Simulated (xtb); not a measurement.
# Geometry relaxation of CH$_{2}$FGeO$_{2}$ (charge −1) (part 2 of 4)

Continued. System: CH$_{2}$FGeO$_{2}$, charge −1. Method: GFN2-xTB (xtb 6.7.1). The geometry comes from this level: GFN2-xTB.

Geometry of the input (Å):
```
O  0.1123  -2.2877  -0.4540
C  0.3131  -1.5579  0.4581
O  0.7071  -1.4649  1.5722
Ge -0.3293  0.6432  -0.1758
F  1.1119  1.4729  -1.0738
H  -0.4736  1.8907  0.8917
H  -1.4415  1.3038  -1.2183
```

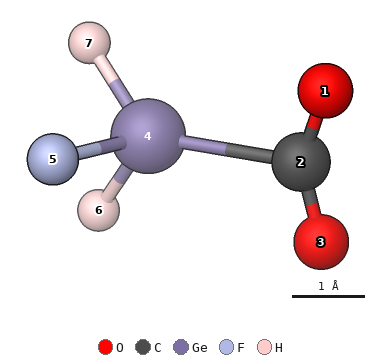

Figure 1. The starting structure (ball-and-stick view, seen at a tilt; atoms are numbered from 1 in the order of the input). Sticks mark near contacts.

## Output, continued
```
 iter      E             dE          RMSdq      gap      omega  full diag
   1    -18.3556194 -0.183556E+02  0.683E-02    3.70       0.0  T
   2    -18.3556195 -0.999948E-07  0.425E-02    3.70       1.0  T
   3    -18.3556188  0.705908E-06  0.103E-02    3.70       3.7  T
   4    -18.3556195 -0.759017E-06  0.195E-03    3.70      19.3  T
   5    -18.3556195 -0.165151E-07  0.630E-04    3.70      60.0  T
   6    -18.3556195 -0.130015E-09  0.274E-04    3.70     138.0  T
     SCC iter.                  ...        0 min,  0.002 sec
     gradient                   ...        0 min,  0.003 sec
 * total energy  :   -18.2628942 Eh     change       -0.5942921E-06 Eh
   gradient norm :     0.0006271 Eh/α   predicted    -0.1749260E-05 ( 194.34%)
   displ. norm   :     0.0084133 α      lambda       -0.1787263E-05
   maximum displ.:     0.0043692 α      in ANC's #4, #1, #5, ...

........................................................................
.............................. CYCLE    9 ..............................
........................................................................

 iter      E             dE          RMSdq      gap      omega  full diag
   1    -18.3556339 -0.183556E+02  0.297E-02    3.70       0.0  T
   2    -18.3556340 -0.293196E-07  0.182E-02    3.70       2.1  T
   3    -18.3556339  0.719577E-07  0.383E-03    3.70       9.9  T
   4    -18.3556340 -0.766150E-07  0.101E-03    3.70      37.4  T
   5    -18.3556340 -0.556375E-08  0.246E-04    3.70     153.8  T
   6    -18.3556340 -0.723048E-10  0.191E-04    3.70     197.7  T
     SCC iter.                  ...        0 min,  0.002 sec
     gradient                   ...        0 min,  0.003 sec
 * total energy  :   -18.2628954 Eh     change       -0.1130617E-05 Eh
   gradient norm :     0.0003008 Eh/α   predicted    -0.8948272E-06 ( -20.85%)
   displ. norm   :     0.0125738 α      lambda       -0.1459018E-05
   maximum displ.:     0.0069428 α      in ANC's #1, #2, #7, ...

........................................................................
.............................. CYCLE   10 ..............................
........................................................................

 iter      E             dE          RMSdq      gap      omega  full diag
   1    -18.3556533 -0.183557E+02  0.489E-02    3.69       0.0  T
   2    -18.3556534 -0.855755E-07  0.278E-02    3.69       1.4  T
   3    -18.3556528  0.540054E-06  0.112E-02    3.69       3.4  T
   4    -18.3556534 -0.599969E-06  0.175E-03    3.69      21.6  T
   5    -18.3556534 -0.132512E-07  0.514E-04    3.69      73.5  T
   6    -18.3556534 -0.267558E-09  0.234E-04    3.69     161.5  T
     SCC iter.                  ...        0 min,  0.002 sec
     gradient                   ...        0 min,  0.003 sec
 * total energy  :   -18.2628947 Eh     change        0.6194751E-06 Eh
   gradient norm :     0.0006689 Eh/α   predicted    -0.7315736E-06 (-218.10%)
   displ. norm   :     0.0074972 α      lambda       -0.1770670E-05
   maximum displ.:     0.0047906 α      in ANC's #2, #5, #7, ...

........................................................................
.............................. CYCLE   11 ..............................
........................................................................

 iter      E             dE          RMSdq      gap      omega  full diag
   1    -18.3556279 -0.183556E+02  0.299E-02    3.70       0.0  T
   2    -18.3556279 -0.133419E-07  0.178E-02    3.70       2.1  T
   3    -18.3556278  0.296814E-07  0.238E-03    3.70      15.9  T
   4    -18.3556279 -0.308118E-07  0.781E-04    3.70      48.4  T
   5    -18.3556279 -0.294377E-08  0.202E-04    3.70     186.7  T
     SCC iter.                  ...        0 min,  0.002 sec
     gradient                   ...        0 min,  0.003 sec
 * total energy  :   -18.2628963 Eh     change       -0.1547184E-05 Eh
   gradient norm :     0.0001066 Eh/α   predicted    -0.8872069E-06 ( -42.66%)
   displ. norm   :     0.0135982 α      lambda       -0.4450477E-06
   maximum displ.:     0.0115611 α      in ANC's #2, #1, #6, ...

........................................................................
.............................. CYCLE   12 ..............................
........................................................................

 iter      E             dE          RMSdq      gap      omega  full diag
   1    -18.3556052 -0.183556E+02  0.223E-02    3.70       0.0  T
   2    -18.3556052 -0.233274E-07  0.133E-02    3.70       2.8  T
   3    -18.3556051  0.151931E-06  0.526E-03    3.70       7.2  T
   4    -18.3556052 -0.172185E-06  0.750E-04    3.70      50.4  T
   5    -18.3556052 -0.142904E-08  0.399E-04    3.70      94.6  T
     SCC iter.                  ...        0 min,  0.002 sec
     gradient                   ...        0 min,  0.003 sec
 * total energy  :   -18.2628968 Eh     change       -0.5239260E-06 Eh
   gradient norm :     0.0001430 Eh/α   predicted    -0.2205203E-06 ( -57.91%)
   displ. norm   :     0.0638326 α      lambda       -0.1591795E-05
   maximum displ.:     0.0558488 α      in ANC's #2, #1, #8, ...

........................................................................
.............................. CYCLE   13 ..............................
........................................................................

 iter      E             dE          RMSdq      gap      omega  full diag
   1    -18.3554239 -0.183554E+02  0.819E-02    3.71       0.0  T
   2    -18.3554243 -0.491155E-06  0.485E-02    3.71       1.0  T
   3    -18.3554218  0.256727E-05  0.214E-02    3.71       1.8  T
   4    -18.3554248 -0.299461E-05  0.327E-03    3.71      11.6  T
   5    -18.3554248 -0.410603E-07  0.138E-03    3.71      27.4  T
   6    -18.3554248 -0.311090E-09  0.677E-04    3.71      55.8  T
   7    -18.3554248 -0.239996E-09  0.208E-04    3.71     181.6  T
     SCC iter.                  ...        0 min,  0.002 sec
     gradient                   ...        0 min,  0.002 sec
 * total energy  :   -18.2628983 Eh     change       -0.1508030E-05 Eh
   gradient norm :     0.0007464 Eh/α   predicted    -0.7987722E-06 ( -47.03%)
   displ. norm   :     0.0530870 α      lambda       -0.1171344E-05
   maximum displ.:     0.0475335 α      in ANC's #2, #1, #6, ...

........................................................................
.............................. CYCLE   14 ..............................
........................................................................

 iter      E             dE          RMSdq      gap      omega  full diag
   1    -18.3553570 -0.183554E+02  0.726E-02    3.71       0.0  T
   2    -18.3553573 -0.330896E-06  0.420E-02    3.72       1.0  T
   3    -18.3553558  0.155551E-05  0.177E-02    3.71       2.1  T
   4    -18.3553576 -0.179728E-05  0.267E-03    3.72      14.2  T
   5    -18.3553576 -0.230521E-07  0.128E-03    3.71      29.5  T
   6    -18.3553576 -0.434358E-09  0.531E-04    3.71      71.1  T
   7    -18.3553576 -0.118909E-09  0.125E-04    3.71     301.3  T
     SCC iter.                  ...        0 min,  0.002 sec
     gradient                   ...        0 min,  0.003 sec
 * total energy  :   -18.2628997 Eh     change       -0.1337032E-05 Eh
   gradient norm :     0.0008565 Eh/α   predicted    -0.5868786E-06 ( -56.11%)
   displ. norm   :     0.0685833 α      lambda       -0.1937708E-05
   maximum displ.:     0.0633443 α      in ANC's #2, #1, #8, ...

........................................................................
.............................. CYCLE   15 ..............................
........................................................................

 iter      E             dE          RMSdq      gap      omega  full diag
   1    -18.3554575 -0.183555E+02  0.898E-02    3.72       0.0  T
   2    -18.3554579 -0.364084E-06  0.526E-02    3.72       1.0  T
   3    -18.3554574  0.484793E-06  0.106E-02    3.72       3.6  T
   4    -18.3554580 -0.563040E-06  0.325E-03    3.72      11.6  T
   5    -18.3554580 -0.426288E-07  0.160E-03    3.72      23.7  T
   6    -18.3554580 -0.105953E-08  0.492E-04    3.72      76.9  T
   7    -18.3554580 -0.860965E-10  0.574E-05    3.72     658.4  T
     SCC iter.                  ...        0 min,  0.002 sec
     gradient                   ...        0 min,  0.002 sec
 * total energy  :   -18.2629016 Eh     change       -0.1957154E-05 Eh
   gradient norm :     0.0003419 Eh/α   predicted    -0.9691616E-06 ( -50.48%)
   displ. norm   :     0.0790977 α      lambda       -0.9748052E-06
   maximum displ.:     0.0742897 α      in ANC's #2, #1, #8, ...

........................................................................
.............................. CYCLE   16 ..............................
........................................................................

 iter      E             dE          RMSdq      gap      omega  full diag
   1    -18.3551672 -0.183552E+02  0.101E-01    3.71       0.0  T
   2    -18.3551678 -0.602255E-06  0.595E-02    3.72       1.0  T
   3    -18.3551663  0.140649E-05  0.171E-02    3.71       2.2  T
   4    -18.3551679 -0.159937E-05  0.402E-03    3.72       9.4  T
   5    -18.3551680 -0.738520E-07  0.184E-03    3.72      20.5  T
   6    -18.3551680 -0.110312E-08  0.745E-04    3.72      50.7  T
   7    -18.3551680 -0.618297E-09  0.181E-04    3.72     209.0  T
     SCC iter.                  ...        0 min,  0.002 sec
     gradient                   ...        0 min,  0.002 sec
 * total energy  :   -18.2629020 Eh     change       -0.4257315E-06 Eh
   gradient norm :     0.0013530 Eh/α   predicted    -0.4878063E-06 (  14.58%)
   displ. norm   :     0.0235245 α      lambda       -0.1653737E-05
   maximum displ.:     0.0215666 α      in ANC's #2, #4, #3, ...

........................................................................
.............................. CYCLE   17 ..............................
........................................................................

 iter      E             dE          RMSdq      gap      omega  full diag
   1    -18.3555730 -0.183556E+02  0.333E-02    3.72       0.0  T
   2    -18.3555734 -0.359309E-06  0.226E-02    3.72       1.7  T
   3    -18.3555732  0.178754E-06  0.131E-02    3.72       2.9  T
   4    -18.3555738 -0.577832E-06  0.223E-03    3.72      16.9  T
   5    -18.3555738 -0.309725E-07  0.630E-04    3.72      60.0  T
   6    -18.3555738 -0.586400E-09  0.343E-04    3.72     110.3  T
     SCC iter.                  ...        0 min,  0.002 sec
     gradient                   ...        0 min,  0.002 sec
 * total energy  :   -18.2629032 Eh     change       -0.1206404E-05 Eh
   gradient norm :     0.0003240 Eh/α   predicted    -0.8276951E-06 ( -31.39%)
   displ. norm   :     0.0463686 α      lambda       -0.4092677E-06
   maximum displ.:     0.0442753 α      in ANC's #2, #1, #8, ...

........................................................................
.............................. CYCLE   18 ..............................
........................................................................

 iter      E             dE          RMSdq      gap      omega  full diag
   1    -18.3554559 -0.183555E+02  0.602E-02    3.72       0.0  T
   2    -18.3554560 -0.131931E-06  0.355E-02    3.72       1.1  T
   3    -18.3554560  0.138596E-07  0.428E-03    3.72       8.8  T
   4    -18.3554560 -0.417449E-07  0.163E-03    3.72      23.1  T
   5    -18.3554560 -0.190063E-08  0.117E-03    3.72      32.3  T
   6    -18.3554560 -0.344071E-08  0.316E-04    3.72     119.7  T
   7    -18.3554560 -0.110031E-09  0.955E-05    3.72     395.6  T
     SCC iter.                  ...        0 min,  0.002 sec
     gradient                   ...        0 min,  0.002 sec
 * total energy  :   -18.2629037 Eh     change       -0.4227208E-06 Eh
   gradient norm :     0.0003866 Eh/α   predicted    -0.2051648E-06 ( -51.47%)
   displ. norm   :     0.0249115 α      lambda       -0.1837365E-06
   maximum displ.:     0.0239173 α      in ANC's #2, #1, #6, ...

........................................................................
.............................. CYCLE   19 ..............................
........................................................................

 iter      E             dE          RMSdq      gap      omega  full diag
   1    -18.3554722 -0.183555E+02  0.328E-02    3.72       0.0  T
   2    -18.3554723 -0.593874E-07  0.197E-02    3.71       1.9  T
   3    -18.3554719  0.378293E-06  0.776E-03    3.72       4.9  T
   4    -18.3554723 -0.429247E-06  0.137E-03    3.72      27.7  T
   5    -18.3554723 -0.492609E-08  0.590E-04    3.72      64.1  T
   6    -18.3554723 -0.923244E-10  0.211E-04    3.72     178.8  T
     SCC iter.                  ...        0 min,  0.002 sec
     gradient                   ...        0 min,  0.002 sec
 * total energy  :   -18.2629038 Eh     change       -0.1803493E-06 Eh
   gradient norm :     0.0003711 Eh/α   predicted    -0.9249796E-07 ( -48.71%)
   displ. norm   :     0.0040899 α      lambda       -0.1102069E-06
   maximum displ.:     0.0037305 α      in ANC's #2, #1, #3, ...

........................................................................
.............................. CYCLE   20 ..............................
........................................................................

 iter      E             dE          RMSdq      gap      omega  full diag
   1    -18.3555832 -0.183556E+02  0.751E-03    3.72       0.0  T
   2    -18.3555833 -0.597252E-07  0.520E-03    3.72       7.3  T
   3    -18.3555833 -0.681667E-07  0.299E-03    3.72      12.6  T
   4    -18.3555833 -0.724471E-08  0.107E-03    3.72      35.3  T
   5    -18.3555833 -0.288520E-08  0.252E-04    3.72     150.1  T
   6    -18.3555833 -0.178495E-09  0.797E-05    3.72     474.0  T
     SCC iter.                  ...        0 min,  0.002 sec
     gradient                   ...        0 min,  0.003 sec
 * total energy  :   -18.2629039 Eh     change       -0.8769792E-07 Eh
   gradient norm :     0.0001398 Eh/α   predicted    -0.5636748E-07 ( -35.73%)
   displ. norm   :     0.0208333 α      lambda       -0.7589145E-07
   maximum displ.:     0.0194873 α      in ANC's #2, #1, #8, ...

   *** GEOMETRY OPTIMIZATION CONVERGED AFTER 20 ITERATIONS ***

------------------------------------------------------------------------
 total energy gain   :        -0.0000126 Eh       -0.0079 kcal/mol
 total RMSD          :         0.1563417 a0        0.0827 Å
 total power (kW/mol):        -0.0016525 (step)   -0.2635 (real)
------------------------------------------------------------------------

 ANCopt (total)                0 d,  0 h,  0 min,  0.125 sec
 optimizer setup                ...        0 min,  0.000 sec (  0.076%)
 model hessian                  ...        0 min,  0.000 sec (  0.198%)
 ANC generation                 ...        0 min,  0.000 sec (  0.095%)
 coordinate transformation      ...        0 min,  0.000 sec (  0.157%)
 single point calculation       ...        0 min,  0.120 sec ( 95.481%)
 optimization log               ...        0 min,  0.002 sec (  1.815%)
 hessian update                 ...        0 min,  0.000 sec (  0.153%)
 rational function              ...        0 min,  0.001 sec (  1.114%)

================
 final structure:
================
7
 xtb: 6.7.1
O           -0.01296212697096       -2.26168554498798       -0.45519331319042
C            0.30950665613481       -1.56478217135953        0.44796625109467
O            0.80891257553445       -1.52050695048085        1.52219052587865
Ge          -0.30280569712732        0.66331483983777       -0.12365916048443
F            1.11867540564078        1.49429954834389       -1.05150782973023
H           -0.50130988241559        1.96921044612632        0.87071673710724
H           -1.42001693079623        1.22014983252045       -1.21051321067541

 Bond Distances (Angstroems)
 ---------------------------
O1-C2=1.1855         C2-O1=1.1855         C2-O3=1.1855         C2-Ge4=2.3804        O3-C2=1.1855         Ge4-C2=2.3804
Ge4-F5=1.8900        Ge4-H6=1.6533        Ge4-H7=1.6551        F5-Ge4=1.8900        H6-Ge4=1.6533        H7-Ge4=1.6551
 O  C  Rav=1.1855 sigma=0.0000  Rmin=1.1855  Rmax=1.1855     2
 Ge H  Rav=1.6542 sigma=0.0009  Rmin=1.6533  Rmax=1.6551     2
 Ge C  Rav=2.3804 sigma=0.0000  Rmin=2.3804  Rmax=2.3804     1
 Ge F  Rav=1.8900 sigma=0.0000  Rmin=1.8900  Rmax=1.8900     1

 selected bond angles (degree)
 --------------------
O3-C2-O1=145.78                Ge4-C2-O1=107.30               Ge4-C2-O3=106.92               F5-Ge4-C2=109.63
H6-Ge4-C2=128.74               H6-Ge4-F5= 92.19               H7-Ge4-C2=130.26               H7-Ge4-F5= 92.14
H7-Ge4-H6= 92.76

 selected dihedral angles (degree)
```
